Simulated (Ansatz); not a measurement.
# PH2 (SMILES [PH2]): levels of theory compared

Aim: a comparison of 6 runs (USVWN5/3-21G, U-r2SCAN0/6-31G*, U-wB97X/6-31G*, UPBE/6-31G*, UBCCD(T)/6-31G*, UCCSD(T)/3-21G) of PH2. 

The calculation is run with Ansatz 0.2.0.

46 further runs of the same task are left out: 46 set aside as unsound or not needed.

### Step 1. The molecule

PH2: 3 atoms, total charge 0, spin state doublet. As SMILES, `[PH2]`. The H3–P1 distance was set to 2.784 Å, away from the relaxed value. At this shape a bond of the SMILES string is far longer than usual.

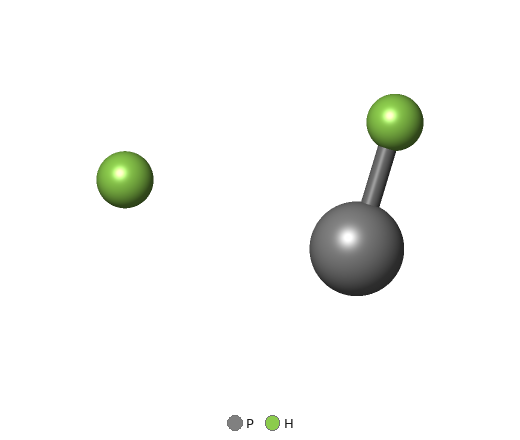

Viewed from a chosen angle; phosphorus grey, hydrogen green.

### Step 2. The energy at USVWN5/3-21G (run 1)

Input file input.yaml:

```yaml
crystal:
  periodic: [false, false, false]
  atoms:
    - {symbol: P, position_ang: [1.654894, 0.119110, 0.930445]}
    - {symbol: H, position_ang: [1.251934, 1.449220, 0.850185]}
    - {symbol: H, position_ang: [-0.625980, -0.724620, -0.425100]}
basis:
  gaussian:
    orbitals: 3-21G.json
magnetization:
  spin_polarized: true
  initial_magnetization: 1
hamiltonian:
  xc: {name: SVWN5}
accuracy: high
```

The basis set 3-21G is read from a file made from the Basis Set Exchange's data (not shown).

Launch:

```sh
ansatz run input.yaml --threads 1 --pin off --max-ram 2610MiB --events-out events.jsonl --progress --plain --runs-dir runs
```

The log of the run:

```text
Warning: RAYON_NUM_THREADS=1 ignored (pool sized by the plan → 1); use --threads N
Functional definition: SVWN5
  name "SVWN5"
  exchange = slater_x
  correlation = vwn5_c
317 factors; integrals over basis functions are off by at most 4.3e-9 eV
mean field evaluation 1: about -9233.2252 eV, gradient 7.5e0 eV
mean field evaluation 2: about -9226.8862 eV, gradient 2.0e1 eV
mean field evaluation 4: about -9233.7589 eV, gradient 2.9e0 eV
mean field evaluation 8: about -9234.0005 eV, gradient 3.9e-1 eV
mean field evaluation 16: about -9233.9994 eV, gradient 5.2e-5 eV
mean field -9233.99938896 eV, -339.3432185148 hartree, gradient 9.9e-9 eV, S^2 1.249826; 0 other end points of the search recorded, 0 dependent functions left out
reference -9233.99939062 eV, -339.3432185757 hartree; 9, 8 occupied and 8, 9 virtual orbitals, 317 factors
Total energy: -9233.99939062 eV, -339.3432185757 hartree
```

It took 0.58 s on 1 thread of Arm Neoverse V1, shared host.

### Step 3. The energy at U-r2SCAN0/6-31G(d) (spherical functions) (run 2)

Input file job.yaml:

```yaml
crystal:
  periodic: [false, false, false]
  atoms:
    - {symbol: P, position_ang: [1.654894, 0.119110, 0.930445]}
    - {symbol: H, position_ang: [1.251934, 1.449220, 0.850185]}
    - {symbol: H, position_ang: [-0.625980, -0.724620, -0.425100]}
basis:
  gaussian:
    orbitals: 6-31G_st_-spherical.json
magnetization:
  spin_polarized: true
  initial_magnetization: 1
hamiltonian:
  xc: {name: r2SCAN0}
accuracy: high
```

The basis set 6-31G* is read from a file made from the Basis Set Exchange's data (not shown).

Launch:

```sh
ansatz run job.yaml --threads 1 --pin off --max-ram 2610MiB --events-out events.jsonl --progress --plain --runs-dir runs
```

The log of the run:

```text
Warning: RAYON_NUM_THREADS=1 ignored (pool sized by the plan → 1); use --threads N
Functional definition: r2SCAN0
  name "r2SCAN0"
  parameter a = 0.25
  parameter k0 = 0.174
  parameter k1 = 0.065
  parameter a1 = 4.9479
  exchange = (1 - a)*r2scan_x(k0 = k0, k1 = k1, a1 = a1) + a*exact_x
  correlation = r2scan_c
377 factors; integrals over basis functions are off by at most 3.4e-9 eV
mean field evaluation 1: about -9314.4142 eV, gradient 3.4e0 eV
mean field evaluation 2: about -9314.1630 eV, gradient 5.6e0 eV
mean field evaluation 4: about -9314.6682 eV, gradient 1.2e0 eV
mean field evaluation 8: about -9314.6681 eV, gradient 1.2e0 eV
mean field evaluation 16: about -9315.4720 eV, gradient 5.1e-6 eV
mean field evaluation 32: about -9315.4720 eV, gradient 9.5e-5 eV
mean field evaluation 64: about -9312.8956 eV, gradient 7.6e0 eV
mean field -9315.47200361 eV, -342.3372818791 hartree, gradient 4.4e-8 eV, S^2 1.559238; 6 other end points of the search recorded, 0 dependent functions left out
reference -9315.47200470 eV, -342.3372819190 hartree; 9, 8 occupied and 13, 14 virtual orbitals, 377 factors
Total energy: -9315.47200470 eV, -342.3372819190 hartree
```

Wall time 9 s (1 thread of Arm Neoverse V1, shared host); peak memory 0.16 GiB.

Run 3 isn't shown in full; the table further down has it.

### Step 4. The energy at UPBE/6-31G(d) (spherical functions) (run 4)

input.yaml, as its differences from that of step 2:

```diff
@@ -7,9 +7,5 @@
 basis:
-  gaussian:
-    orbitals: 3-21G.json
-magnetization:
-  spin_polarized: true
-  initial_magnetization: 1
-hamiltonian:
-  xc: {name: SVWN5}
+  gaussian: {orbitals: 6-31G_st_-spherical.json}
+magnetization: {spin_polarized: true, initial_magnetization: 1}
+hamiltonian: {xc: {name: PBE}}
 accuracy: high
```

The basis set 6-31G* is read from a file made from the Basis Set Exchange's data (not shown).

Launch:

```sh
ansatz run input.yaml --threads 1 --pin off --max-ram 2610MiB --events-out events.jsonl --progress --plain --runs-dir runs
```

The log of the run:

```text
Warning: RAYON_NUM_THREADS=1 ignored (pool sized by the plan → 1); use --threads N
Functional definition: PBE
  name "PBE"
  parameter kappa = 0.804
  parameter beta = 0.06672455060314922
  exchange = pbe_x(kappa = kappa, mu = beta*pi^2/3)
  correlation = pbe_c(beta = beta)
377 factors; integrals over basis functions are off by at most 3.4e-9 eV
mean field evaluation 1: about -9311.1949 eV, gradient 4.6e0 eV
mean field evaluation 2: about -9309.7539 eV, gradient 1.1e1 eV
mean field evaluation 4: about -9311.4348 eV, gradient 1.1e0 eV
mean field evaluation 8: about -9311.3604 eV, gradient 6.0e-1 eV
mean field evaluation 16: about -9311.7056 eV, gradient 3.0e-5 eV
mean field evaluation 32: about -9311.7056 eV, gradient 3.7e-4 eV
mean field evaluation 64: about -9310.6644 eV, gradient 3.5e0 eV
mean field -9311.70561061 eV, -342.1988694893 hartree, gradient 2.9e-8 eV, S^2 1.435847; 6 other end points of the search recorded, 0 dependent functions left out
reference -9311.70561304 eV, -342.1988695785 hartree; 9, 8 occupied and 13, 14 virtual orbitals, 377 factors
Total energy: -9311.70561304 eV, -342.1988695785 hartree
```

Run time: 3.3 s. Hardware: 1 thread of Arm Neoverse V1, shared host; peak memory 0.097 GiB.

Run 5 isn't shown in full; the table further down has it.

### Step 5. A single-point energy at UCCSD(T)/3-21G (run 6)

job.yaml, as its differences from that of step 3:

```diff
@@ -8,3 +8,7 @@
   gaussian:
-    orbitals: 6-31G_st_-spherical.json
+    orbitals: 3-21G.json
+accuracy: high
+correlation:
+  method: ccsd_t
+  frozen_orbitals: {H: 0, P: 5}
 magnetization:
@@ -12,4 +16,3 @@
   initial_magnetization: 1
-hamiltonian:
-  xc: {name: r2SCAN0}
-accuracy: high
+scf:
+  omitted_lower_state_checks: [cluster_reference, increment]
```

The basis set 3-21G is read from a file made from the Basis Set Exchange's data (not shown).

Launch:

```sh
ansatz run job.yaml --threads 1 --pin off --max-ram 2610MiB --events-out events.jsonl --progress --plain --runs-dir runs
```

The log of the run (excerpt; [...] marks lines left out):

```text
Warning: RAYON_NUM_THREADS=1 ignored (pool sized by the plan → 1); use --threads N
Functional definition: HF
  name "HF"
[...]
317 factors; integrals over basis functions are off by at most 4.3e-9 eV
[...]
mean field -9253.26708449 eV, -340.0512932653 hartree, gradient 2.2e-8 eV, S^2 1.683712; 8 other end points of the search recorded, 0 dependent functions left out
5 core orbitals not correlated: weight in the atoms' cores, before any rotation towards them, 1.000 or more for the frozen orbitals, at most 0.000 for the correlated occupied ones
reference -9253.26708449 eV, -340.0512932653 hartree; 4, 3 occupied and 8, 9 virtual orbitals, 317 factors
second order -0.85980414 eV of doubles, -0.00000000 eV of singles
cycle   1  -1.06988298 eV  change   -2.1e-1 eV  update   3.8e-2
[...]
cycle  44  -1.28382176 eV  change   3.4e-10 eV  update  3.2e-10
perturbative correction -0.03229741 eV, -0.0011869079 hartree
Total energy: -9254.58320365 eV, -340.0996597525 hartree
Checks for a lower state left out: cluster_reference, increment
```

Run time: 0.42 s. Hardware: 1 thread of Arm Neoverse V1, shared host.

### Step 6. The series

```
run                                   level  frozen core orbitals  energy (Eh)   ⟨S²⟩  wall time
  1                            USVWN5/3-21G                     –  -339.343219  1.250     0.58 s
  2  U-r2SCAN0/6-31G* (spherical functions)                     –  -342.337282  1.559        9 s
  3    U-wB97X/6-31G* (spherical functions)                     –  -342.350724  1.581       27 s
  4       UPBE/6-31G* (spherical functions)                     –  -342.198870  1.436      3.3 s
  5   UBCCD(T)/6-31G* (spherical functions)                     5  -341.858103  1.692     0.81 s
  6                          UCCSD(T)/3-21G                     5  -340.099660  1.684     0.42 s
```

### Step 7. What came out

| quantity | value |
| --- | --- |
| run 6: total energy | -340.09966 Eh |
| run 6: correlation energy (5 core orbitals frozen) | -48.4 mEh |
| run 6: (T) correction | -1.19 mEh |
| run 6: ⟨S²⟩ of the reference determinant | 1.684 |
| run 6: T1 diagnostic | 0.046 |

Totals of different functionals can't be ranked against each other. Spin contamination of the reference: run 5 ⟨S²⟩ = 1.69, run 6 ⟨S²⟩ = 1.68, run 3 ⟨S²⟩ = 1.58, run 2 ⟨S²⟩ = 1.56, run 4 ⟨S²⟩ = 1.44, run 1 ⟨S²⟩ = 1.25. Where it is this large, the reference is a mixture of spin states, and values that rest on it are in doubt. All runs together took 41 s, the longest 27 s.
